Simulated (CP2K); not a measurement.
Band structure of BaTlO3 (Pm-3m, 5 atoms in the cell).

```yaml
crystal:
  lattice:
    - [4.35024, 0.00000, 0.00000]
    - [0.00000, 4.35024, 0.00000]
    - [0.00000, 0.00000, 4.35024]
  atoms:
    - { symbol: Ba, position: [0.00000, 0.00000, 0.00000] }
    - { symbol: Tl, position: [0.50000, 0.50000, 0.50000] }
    - { symbol: O, position: [0.50000, 0.50000, 0.00000] }
    - { symbol: O, position: [0.00000, 0.50000, 0.50000] }
    - { symbol: O, position: [0.50000, 0.00000, 0.50000] }
```

Method of the run: PBEsol, GPW, DZVP-MOLOPT-SR-GTH basis, GTH-PBE potentials (GTH_POTENTIALS) (CP2K).

Settings: CUTOFF = 500 Ry; REL_CUTOFF = 40 Ry; SMEAR/METHOD = GAUSSIAN; SIGMA = 0.272 eV; KPOINTS/SCHEME = MONKHORST-PACK 8 8 8; GAMMA_CENTERED = T; XC_FUNCTIONAL = PBE:PBESOL; Ba/BASIS_SET = DZVP-MOLOPT-SR-GTH; Ba/POTENTIAL = GTH-PBE-q10; Tl/BASIS_SET = DZVP-MOLOPT-SR-GTH; Tl/POTENTIAL = GTH-PBE-q13; O/BASIS_SET = DZVP-MOLOPT-SR-GTH; O/POTENTIAL = GTH-PBE-q6; METHOD = GPW.

The starting cell comes from a database of computed structures (which also holds hypothetical and non-ambient phases and stackings), without a prior relaxation at this level. Spin-orbit coupling is off. Values carry the incompleteness of an atom-centred basis. The potentials were made for another functional than the one used.

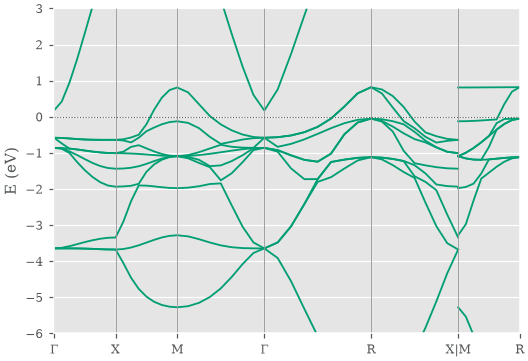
Figure. Bands along the path, energies from the Fermi level.

Levels in eV from the Fermi level, bands 18 to 23:
| point | 18 | 19 | 20 | 21 | 22 | 23 |
|---|---|---|---|---|---|---|
| Γ | -0.86 | -0.58 | -0.58 | -0.58 | 0.17 | 4.81 |
| X | -1.01 | -1.01 | -0.64 | -0.64 | 4.43 | 6.24 |
| M | -1.09 | -1.09 | -0.12 | 0.81 | 5.74 | 7.09 |
| R | -0.05 | -0.05 | 0.82 | 0.82 | 5.07 | 5.07 |

Bands cross the Fermi level along this path, so the cell is metallic at this level.

Higher empty bands are left out: an atom-centred basis made for the valence describes them poorly.
